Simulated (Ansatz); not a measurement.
Formation energy of the bound charge states of N on the O site in ferroelectric LiNbO3 (start: the O site; 120-site cell, 2×2×2 Γ-centred sampling) against the Fermi level, Li-rich (Δμ(O) = -3.31 eV, Δμ(N) = -0.072 eV, bounded by LiNbO2 (P6_3/mmc), Li2O (Fm-3m), rock-salt NbN; only phases computed here count, gases as isolated molecules at 0 K). Method: PBE, PAW (plane waves to 420 eV; Ansatz, a program for electronic structure).

Details: 120-site cell; 2×2×2 Γ-centred k-points; host gap 3.53 eV; charged states image-corrected; energies good to tenths of an eV; flagged in the runs: a host whose relaxation on this sampling wasn't shown to rest, a strain field that reaches the edge of the cell.

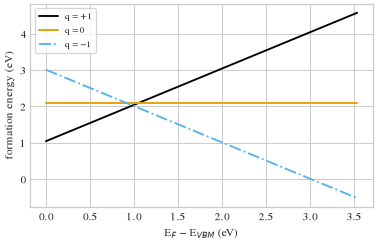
Figure: Formation energy of each charge state against the Fermi level

Crossings of the lowest lines: (+1/−1) at 0.98 eV. At the valence-band maximum: q = +1: 1.04 eV; q = 0: 2.08 eV; q = −1: 3.01 eV.
